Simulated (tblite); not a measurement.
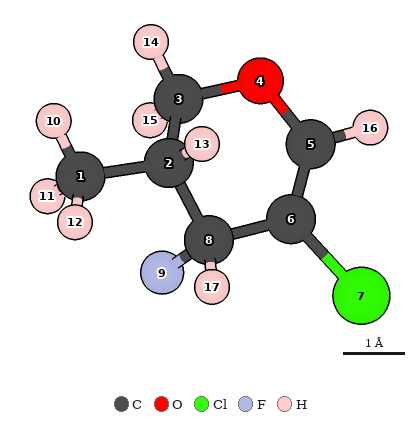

*The starting structure (ball-and-stick view, seen at a tilt; atoms are numbered from 1 in the order of the input).*

Bond lengths as drawn: C–C 1.33 to 1.54 Å, C–Cl 1.73 Å, C–F 1.39 Å, C–H 1.08 to 1.10 Å and C–O 1.34 to 1.42 Å.

Molecular dynamics of C$_{6}$H$_{8}$ClFO

C$_{6}$H$_{8}$ClFO, computed with GFN2-xTB Langevin dynamics, gas phase (tblite 0.8.0).

It belongs to a series of runs on one base structure; here: constitutional isomer.

### Input file
```
{"job": {"kind": "md", "xc": "GFN2-xTB", "basis": "xTB", "temperature": 300, "steps": 2000, "every": 50}, "charge": 0, "multiplicity": 1}
C     -2.077039    -0.066520     0.188650
C     -0.575923     0.013306     0.438180
C     -0.008956     1.365026     0.002875
O      1.366495     1.502483     0.322893
C      2.125810     0.412920     0.114127
C      1.659257    -0.794462    -0.206981
Cl     2.743603    -2.120690    -0.448398
C      0.191345    -1.068880    -0.334462
F     -0.193273    -1.039000    -1.668749
H     -2.593509     0.709001     0.748154
H     -2.290378     0.062623    -0.869326
H     -2.458749    -1.034915     0.501814
H     -0.365306    -0.134022     1.502672
H     -0.513156     2.189883     0.509702
H     -0.138032     1.475445    -1.081913
H      3.177098     0.616862     0.252462
H     -0.056283    -2.077028     0.018391
```

The first line tells a small driver script what to run in tblite; the rest is the geometry in Å.

Machine: 1 CPU thread, shared host.

Command:
```bash
OMP_NUM_THREADS=1 python <driver script> task.json out
```

### Output
```
t/fs     T/K      E/eV
    0.0   259.0   -823.78742
   25.0   213.3   -823.39861
   50.0   259.0   -823.32670
   75.0   275.3   -823.36759
  100.0   238.3   -823.26382
  125.0   264.8   -823.24054
  150.0   296.5   -823.40668
  175.0   216.9   -823.16784
  200.0   252.4   -823.09235
  225.0   264.5   -823.06536
  250.0   340.5   -823.00945
  275.0   326.0   -823.11928
  300.0   329.8   -823.12797
  325.0   399.9   -823.24218
  350.0   254.6   -823.04540
  375.0   207.0   -823.09412
  400.0   266.5   -823.23378
  425.0   349.4   -823.33702
  450.0   235.8   -823.21864
  475.0   255.3   -823.26779
  500.0   327.4   -823.42361
  525.0   332.4   -823.23121
  550.0   269.4   -823.33301
  575.0   248.1   -823.28573
  600.0   232.8   -823.11154
  625.0   228.8   -823.31311
  650.0   286.5   -823.15941
  675.0   287.0   -823.21439
  700.0   293.9   -823.12250
  725.0   360.2   -823.37923
  750.0   323.7   -823.27611
  775.0   246.4   -823.18093
  800.0   260.6   -823.12099
  825.0   282.9   -823.07525
  850.0   321.3   -823.16276
  875.0   279.2   -823.02123
  900.0   448.1   -823.12322
  925.0   376.7   -823.01504
  950.0   414.6   -823.06386
  975.0   425.5   -823.01987
 1000.0   473.1   -823.11338
```

### Trajectory as extended XYZ (Å, eV, eV/Å), 13 of the 41 frames kept, from step=0 to step=40
```
17
Properties=species:S:1:pos:R:3:forces:R:3 step=0 time_fs=0.0 energy=-823.78742 temperature=259.0
C    -2.0770   -0.0665    0.1887    0.0020  -0.0030   0.0009
C    -0.5759    0.0133    0.4382    0.0015  -0.0015  -0.0008
C    -0.0090    1.3650    0.0029   -0.0012  -0.0010   0.0008
O     1.3665    1.5025    0.3229   -0.0005  -0.0030  -0.0018
C     2.1258    0.4129    0.1141    0.0006  -0.0009  -0.0018
C     1.6593   -0.7945   -0.2070   -0.0001   0.0009  -0.0002
Cl    2.7436   -2.1207   -0.4484   -0.0066   0.0026  -0.0015
C     0.1913   -1.0689   -0.3345    0.0025   0.0022   0.0025
F    -0.1933   -1.0390   -1.6687    0.0045   0.0027   0.0051
H    -2.5935    0.7090    0.7482   -0.0012  -0.0018  -0.0052
H    -2.2904    0.0626   -0.8693    0.0008   0.0005   0.0029
H    -2.4587   -1.0349    0.5018   -0.0011  -0.0013   0.0011
H    -0.3653   -0.1340    1.5027    0.0001  -0.0008  -0.0036
H    -0.5132    2.1899    0.5097    0.0023   0.0027   0.0000
H    -0.1380    1.4754   -1.0819   -0.0011  -0.0030   0.0012
H     3.1771    0.6169    0.2525   -0.0001  -0.0007   0.0010
H    -0.0563   -2.0770    0.0184   -0.0025   0.0055  -0.0005
17
Properties=species:S:1:pos:R:3:forces:R:3 step=3 time_fs=75.0 energy=-823.36759 temperature=275.3
C    -2.1939   -0.1132    0.2982   -0.6335  -0.1160   0.4452
C    -0.6994   -0.0241    0.5283    0.1771  -0.2476   0.8439
C    -0.2219    1.3118   -0.0148    0.4612   0.4964  -0.5363
O     1.2033    1.4949    0.0042   -0.0992  -0.1689   0.2927
C     2.0276    0.4219   -0.0456   -0.2636  -1.1365   0.0081
C     1.5888   -0.8759   -0.0734   -0.9148   2.5068   0.0999
Cl    2.5503   -2.2012   -0.4072    0.8936  -0.8108   0.0552
C     0.0686   -1.1346   -0.1743    1.5124  -0.0473  -0.1178
F    -0.1945   -1.1026   -1.5163   -0.5972   0.1781  -0.9385
H    -2.6665    0.7711    0.7264   -0.0845  -0.1333  -0.0688
H    -2.4930   -0.2164   -0.7278    0.3731   0.4451  -0.7309
H    -2.6476   -0.9972    0.7216    0.1399  -0.2363   0.6997
H    -0.4507   -0.0849    1.6287   -0.2962  -0.0007  -0.9098
H    -0.6218    2.1578    0.5689    0.1266  -0.2959  -0.0602
H    -0.5893    1.4447   -1.0621    0.3295  -0.1986   0.4468
H     3.0903    0.7495   -0.0080   -0.9563  -0.4832  -0.1244
H    -0.1523   -2.1801    0.0764   -0.1682   0.2488   0.5952
17
Properties=species:S:1:pos:R:3:forces:R:3 step=7 time_fs=175.0 energy=-823.16784 temperature=216.9
C    -2.2226   -0.3093    0.5457    0.1815   1.5172   0.1653
C    -0.7178   -0.1061    0.5041    0.8552  -1.9462  -0.7593
C    -0.3163    1.2105   -0.0721    0.2665   2.2878   0.0530
O     1.0997    1.5127   -0.0844   -0.2360  -0.7157   0.7218
C     1.9354    0.4503    0.0072   -2.3140  -1.8873  -0.9572
C     1.4657   -0.8241   -0.2217    1.7383   0.7908   0.2526
Cl    2.5920   -2.1969   -0.2369   -0.3175   0.6975   0.1119
C     0.0248   -1.2278   -0.3563    0.5540   2.7410  -0.1602
F    -0.3384   -1.3609   -1.6865   -0.2958   0.6040   0.2044
H    -2.6228    0.2577    1.3816   -0.0855   0.2494   0.0768
H    -2.6120    0.1365   -0.3672   -0.2937  -0.3633  -0.0274
H    -2.5653   -1.3023    0.6998    0.1334  -0.8683  -0.2489
H    -0.2054   -0.2418    1.4705   -0.5394   0.1124   0.0563
H    -0.7355    2.0730    0.5354    0.1883  -0.8319  -0.5366
H    -0.6400    1.3532   -1.1100   -0.2307  -0.2623   0.0366
H     2.9265    0.7476    0.2144    0.7495  -0.0632  -0.0400
H    -0.1351   -2.1665    0.0410   -0.3541  -2.0622   1.0508
17
Properties=species:S:1:pos:R:3:forces:R:3 step=10 time_fs=250.0 energy=-823.00945 temperature=340.5
C    -2.2613   -0.2130    0.3183   -0.3610   0.0091   0.9121
C    -0.7723   -0.0231    0.3878    2.0590   0.1514  -0.5314
C    -0.2744    1.3034   -0.2898    1.3615  -2.3113   0.1431
O     1.1526    1.4399   -0.0622   -0.2585   1.2377   0.7261
C     1.9640    0.3810    0.1204   -2.0384  -0.0854  -0.7277
C     1.4599   -0.8378   -0.0807    2.1680  -0.6196  -0.3296
Cl    2.4716   -2.2314   -0.2862    0.5136  -0.1243   0.3668
C     0.0773   -1.1467   -0.3339   -2.7757  -0.3553   0.7355
F    -0.3129   -1.0720   -1.6511    0.2041  -0.3162  -0.6237
H    -2.7851    0.7736    0.2578    0.3214  -1.0187   0.3861
H    -2.5871   -0.8267   -0.5099    0.1729   0.0921  -0.3433
H    -2.4638   -0.8019    1.2317   -0.7010   0.6020  -0.3727
H    -0.3284   -0.0216    1.4179   -0.8462   0.1884  -0.4620
H    -0.7412    2.1161    0.2060   -0.3070   0.9171   0.0322
H    -0.3751    1.2567   -1.3834   -0.4893   0.2071   0.2989
H     2.9245    0.6964    0.4133    0.8775  -0.0703   0.0195
H    -0.1592   -2.2332   -0.0170    0.0991   1.4961  -0.2298
17
Properties=species:S:1:pos:R:3:forces:R:3 step=13 time_fs=325.0 energy=-823.24218 temperature=399.9
C    -2.3276    0.1481   -0.0315    0.8431  -1.8071   0.3087
C    -0.8470    0.0847    0.3900    0.7712  -1.9057  -0.4580
C    -0.1441    1.2916   -0.1443    0.0726   0.2513  -0.9068
O     1.2228    1.4541    0.1257    0.4445  -0.7180  -0.0951
C     1.9412    0.3166   -0.0492    0.0897  -0.1724   0.6322
C     1.4144   -0.9286   -0.0433   -0.5684   1.0219  -0.4566
Cl    2.4574   -2.2435   -0.2598    0.4375  -0.7772   0.0077
C    -0.0794   -1.1894   -0.2154    0.2524   3.2908  -0.7482
F    -0.3464   -1.1920   -1.5945    0.0072  -0.3954   0.4571
H    -2.8293    0.8260    0.6218   -0.4377   0.4461   0.1596
H    -2.4217    0.4466   -1.0901   -0.0950  -0.4351   0.6872
H    -2.6850   -0.9002    0.1907   -0.2178   1.1941  -0.6874
H    -0.7226   -0.1132    1.4652   -0.2081   0.6620  -0.0839
H    -0.6281    2.1439    0.2417   -0.4865   1.3647   0.5482
H    -0.2906    1.3101   -1.2459    0.1153  -0.1223   0.2321
H     3.0281    0.5190   -0.0242   -0.7898  -0.2876  -0.0043
H    -0.4870   -2.0460    0.2197   -0.2303  -1.6100   0.4075
17
Properties=species:S:1:pos:R:3:forces:R:3 step=17 time_fs=425.0 energy=-823.33702 temperature=349.4
C    -2.2869    0.1185    0.3463    0.5295  -0.7609   1.4153
C    -0.7558    0.1628    0.5371    0.1494  -1.5447  -0.5976
C    -0.1357    1.4388   -0.0034    0.0885  -0.3213  -1.0316
O     1.2308    1.5124    0.3304    0.5801  -0.3906  -0.4550
C     1.9701    0.3906    0.0483   -0.7600   1.1964   0.0385
C     1.4769   -0.7992   -0.2678   -1.8955   1.2256   0.7765
Cl    2.4856   -2.1150   -0.2796    0.8817  -1.4368  -0.4090
C    -0.0462   -1.0320   -0.1768    0.8773   0.1948  -0.2018
F    -0.5570   -1.1089   -1.4495   -0.1297  -0.3464  -0.2873
H    -2.7589    0.9207    0.9278    0.1355  -0.3532  -0.1293
H    -2.4888    0.2636   -0.6803   -0.3737   0.0430  -0.9690
H    -2.6846   -0.8816    0.6789    0.3570   1.0809  -0.3235
H    -0.4530    0.0102    1.5654   -0.1925   0.3997   0.5354
H    -0.6363    2.2418    0.4914   -0.1110   0.9199   0.1761
H    -0.2389    1.5584   -1.1416   -0.0644  -0.3641   1.3111
H     3.0101    0.5996    0.0317    0.6675   0.1470   0.2336
H    -0.1131   -2.0269    0.2989   -0.7398   0.3106  -0.0824
17
Properties=species:S:1:pos:R:3:forces:R:3 step=20 time_fs=500.0 energy=-823.42361 temperature=327.4
C    -2.3233    0.0013    0.5090    0.3148  -0.6355  -0.2943
C    -0.7619    0.0742    0.6414   -1.1479  -1.9230   0.5917
C    -0.2753    1.4180    0.1960    1.2015   0.3878   1.3317
O     1.1470    1.6013    0.4411   -0.5685  -0.3185  -0.6705
C     1.9047    0.5399    0.1035    0.2921  -0.1444   0.2869
C     1.4475   -0.6849   -0.1722   -0.7174   0.2643   0.2030
Cl    2.5631   -1.9688   -0.3801    0.1269  -0.2907  -0.1899
C    -0.0524   -1.0073   -0.2554    1.2001   1.5801  -0.1905
F    -0.4398   -0.7136   -1.5683   -0.1733  -0.5571   0.1848
H    -2.7853    0.8281    1.0281    0.0211   0.0486   0.3308
H    -2.6593    0.0812   -0.5324    0.4555   0.0104   0.1134
H    -2.7515   -0.9584    0.8705    0.5578   0.6499   0.0210
H    -0.4633   -0.1065    1.6957   -0.2214  -0.0310  -0.4487
H    -0.7235    2.2325    0.7731   -0.1294  -0.0991  -0.2291
H    -0.4961    1.4612   -0.8356   -0.0463   0.6293  -1.3026
H     2.9843    0.7163    0.1520   -0.4893   0.1646   0.0700
H    -0.1500   -2.0837   -0.0973   -0.6763   0.2643   0.1923
17
Properties=species:S:1:pos:R:3:forces:R:3 step=23 time_fs=575.0 energy=-823.28573 temperature=248.1
C    -2.1379   -0.0941    0.6060   -2.5287  -1.3100   0.0820
C    -0.6893    0.0647    0.7404    0.5678   0.7519   1.6197
C    -0.2359    1.4518    0.3420    0.9339   0.7602  -1.2629
O     1.1949    1.5980    0.4452   -0.3066   1.4261   0.4970
C     1.9633    0.6217    0.0053   -0.6734  -2.2421  -0.1910
C     1.4664   -0.6216   -0.2002    0.6687   0.6552  -0.2032
Cl    2.4822   -1.8727   -0.8087    0.1263  -0.1743   0.0177
C     0.0019   -0.8612   -0.2165    0.1666  -1.7334  -0.4192
F    -0.4249   -0.6149   -1.5331   -0.2645   0.1219   0.2258
H    -2.8019    0.5177    1.2005    0.3709   0.6392   0.3244
H    -2.4198    0.0697   -0.4192   -0.2737  -0.1567  -0.4673
H    -2.4377   -1.1239    0.9223    0.2857   0.4813  -0.5419
H    -0.4686   -0.1284    1.8433    0.4913   0.0737  -1.3444
H    -0.6512    2.2595    0.9345   -0.0436  -0.0126   0.2944
H    -0.4660    1.7027   -0.7493   -0.0974  -0.5832   1.0604
H     3.0188    0.7773   -0.1024    0.1262   0.5078   0.1952
H    -0.2957   -1.9412   -0.0711    0.4505   0.7952   0.1134
17
Properties=species:S:1:pos:R:3:forces:R:3 step=27 time_fs=675.0 energy=-823.21439 temperature=287.0
C    -2.1609   -0.2528    0.9943    0.2918  -1.3920  -0.5854
C    -0.6336   -0.0166    0.8485   -1.4095  -0.4103   0.2031
C    -0.3019    1.3684    0.3870    1.1209   1.5300   0.1567
O     1.1372    1.6147    0.6024   -0.5979  -0.8020  -0.4117
C     1.9137    0.5616    0.2179   -1.1366  -0.3238  -0.7908
C     1.4007   -0.5777   -0.3240    1.6579   1.2733   1.0577
Cl    2.4976   -1.8241   -0.7322    0.3529  -0.4001  -0.3044
C    -0.0155   -0.9230   -0.2463   -0.7224  -1.8751   1.7666
F    -0.6454   -0.6986   -1.4333   -0.4406  -0.1492  -0.3045
H    -2.6702    0.6410    1.3523    0.0574  -0.4271   0.1289
H    -2.6024   -0.5832    0.0288    0.2213   0.5261   0.5340
H    -2.2448   -1.1501    1.6650   -0.3744   1.0993  -0.3512
H    -0.2861   -0.1609    1.9006    0.5903  -0.0870  -1.0412
H    -0.8336    2.1346    0.9897    0.4350  -0.2704  -0.3335
H    -0.5090    1.5471   -0.6979    0.0393  -0.2581   0.7292
H     2.9800    0.7339    0.2250   -0.1510   0.2081   0.1812
H    -0.1426   -2.0640    0.0307    0.0659   1.7581  -0.6346
17
Properties=species:S:1:pos:R:3:forces:R:3 step=30 time_fs=750.0 energy=-823.27611 temperature=323.7
C    -2.4064   -0.1770    0.7614    1.3003   1.2413   0.7755
C    -0.8753   -0.0004    0.9020   -0.4571  -0.1780  -0.0230
C    -0.4435    1.4394    0.6897    1.3336   0.3823   1.2845
O     1.0244    1.5833    0.7850   -1.6704   0.4553  -0.5048
C     1.7866    0.6433    0.2107   -1.0505   0.9170   0.8832
C     1.3408   -0.5439   -0.1370    0.9013  -0.6924  -0.2283
Cl    2.5973   -1.6631   -0.6584   -0.6610  -0.0784  -0.0677
C    -0.0859   -0.9214   -0.0414   -0.2607   0.8733  -1.4256
F    -0.6409   -0.8488   -1.3666    0.0786   0.2267   0.7784
H    -2.8543    0.3887    1.5746   -0.1848  -0.3345   0.2446
H    -2.7202    0.3239   -0.1096   -0.5164   0.0360  -1.3172
H    -2.6345   -1.2084    0.7968   -0.4745  -0.7400  -0.0627
H    -0.6900   -0.2454    1.9331    0.6894  -0.4946   0.4422
H    -0.7417    2.1129    1.5376   -0.2027  -0.5506  -0.8545
H    -0.8322    1.7758   -0.2605    0.2325   0.3845  -0.3487
H     2.7726    1.0007    0.2267    1.2312  -0.0481  -0.2116
H    -0.1728   -1.9486    0.1672   -0.2888  -1.3998   0.6356
17
Properties=species:S:1:pos:R:3:forces:R:3 step=33 time_fs=825.0 energy=-823.07525 temperature=282.9
C    -2.3592   -0.0665    0.6098    0.5088   1.5300   1.1971
C    -0.8946    0.0241    1.0385    0.1525   1.0495   0.2435
C    -0.3429    1.4678    0.8859   -2.0062   0.5041  -1.4018
O     0.9770    1.7141    1.0987    2.3600  -1.9523  -0.5823
C     1.8202    0.7606    0.4836   -1.6405   1.0656   1.4107
C     1.3913   -0.4152    0.0314   -1.5653   0.9756   1.0051
Cl    2.3775   -1.4701   -0.7542    1.3236  -1.2745  -0.8476
C    -0.0374   -0.8881    0.2275    0.3243  -1.5506  -1.1519
F    -0.6399   -1.0469   -1.0285    0.2766   0.1373  -0.2189
H    -2.8897    0.7183    1.1398   -0.1950   0.1930   0.1824
H    -2.4365    0.1742   -0.4138   -0.2605  -0.1999  -1.1287
H    -2.8102   -0.9753    0.9025   -0.2156  -1.0417  -0.1224
H    -0.8197   -0.2025    2.0714    0.1560  -0.5818   1.1468
H    -0.7985    2.1682    1.6095   -0.4915  -0.2730  -0.6094
H    -0.5724    1.7096   -0.2130   -0.0395   0.2548   1.1225
H     2.8114    1.0498    0.6620    1.1347   0.2401  -0.4091
H    -0.0408   -1.9650    0.5759    0.1777   0.9237   0.1638
17
Properties=species:S:1:pos:R:3:forces:R:3 step=37 time_fs=925.0 energy=-823.01504 temperature=376.7
C    -2.5100    0.2898    1.2524    1.2241   0.8233   2.8819
C    -0.9590    0.3567    1.2269   -0.2396   0.7129  -1.0283
C    -0.4380    1.7009    0.6327   -2.0298   1.1723   0.9355
O     0.9070    1.9053    0.8905   -0.0122   0.3171   0.2429
C     1.6370    0.8723    0.4795    1.0266   0.7848  -0.7365
C     1.1422   -0.2771    0.0607   -2.0644  -0.6098   0.6872
Cl    2.1400   -1.4172   -0.6175    0.9334  -1.2450  -0.6651
C    -0.3098   -0.7119    0.3726    0.3259  -1.2290  -1.0527
F    -1.0315   -0.9578   -0.8493    0.5667   0.8231   0.8392
H    -2.7895    0.2768    2.3470   -0.0148   0.0227  -1.1335
H    -2.9060    1.1594    0.8163   -0.3809   1.3963  -0.3635
H    -3.0322   -0.4705    0.7759   -0.0319  -1.8296  -0.7910
H    -0.4791    0.3638    2.1982   -0.3128  -0.5714   0.4707
H    -0.9441    2.6142    1.0938    0.3131  -1.1330  -0.3493
H    -0.6725    1.7117   -0.4283    0.1976   0.0113  -0.4348
H     2.6539    1.1849    0.2537    0.0439  -0.3291   0.3105
H    -0.3840   -1.7545    0.7898    0.4551   0.8830   0.1869
17
Properties=species:S:1:pos:R:3:forces:R:3 step=40 time_fs=1000.0 energy=-823.11338 temperature=473.1
C    -2.5307    0.3923    1.4016    0.1241  -1.7517   1.7165
C    -1.0256    0.4037    1.3588    1.7122  -0.2464  -0.6712
C    -0.5576    1.7821    0.8534   -0.8321  -1.6166  -2.1000
O     0.8104    1.9340    0.5718   -0.1729   1.3815   0.7385
C     1.5838    0.8986    0.2795    0.1358  -0.1619  -0.8661
C     1.0964   -0.3322    0.1118   -1.3105  -0.1548   0.3193
Cl    2.0682   -1.6854   -0.2985    0.0968  -0.0841  -0.0254
C    -0.4308   -0.5973    0.2974    0.7405   1.2744  -0.8811
F    -1.0711   -0.2758   -0.9352    0.3717   0.0252   0.4724
H    -2.9859    1.2357    1.9262    0.2825  -0.2452  -0.1160
H    -2.9027    0.2953    0.4222   -0.6084   0.1257  -1.0541
H    -2.7470   -0.5713    1.9425   -0.4485   0.9598  -0.3636
H    -0.5641    0.1718    2.3451   -0.2583   0.1521  -0.5374
H    -0.9303    2.4738    1.5225    0.0636   1.8151   1.7016
H    -1.1656    2.0075   -0.0802    0.7310  -0.3865   0.3713
H     2.5817    1.2768   -0.0001   -0.4412  -0.6503   0.4383
H    -0.6083   -1.6581    0.3165   -0.1864  -0.4364   0.8571
```

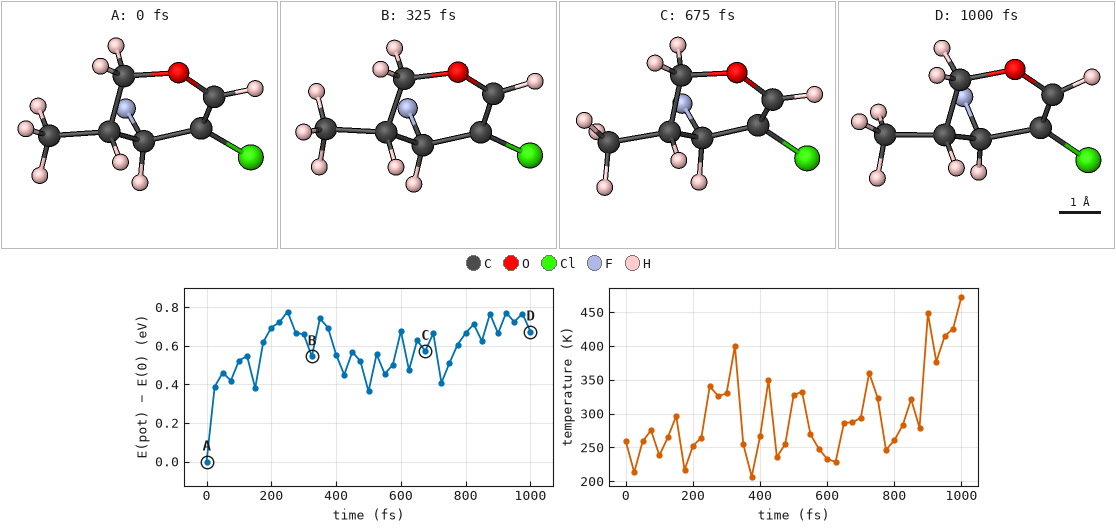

*Frames of the molecular dynamics (ball-and-stick, seen at a tilt) above the curves, on which the letters mark them.*

The trajectory kept here has 41 frames over 1000 fs. The temperature starts at 259 K, ranges from 207 to 473 K and averages 320 K over the second half. The potential energy ends 0.674 eV above its first value. After an unweighted best fit of the last frame on the first, the root-mean-square displacement is 0.19 Å, and H17 has moved furthest (0.32 Å).

### Summary

- outcome: finished
- mean temperature over the second half: 320 K
- trajectory: 41 frames kept, 1000 fs
- wall time: 16 s
- peak memory: 0.18 GiB
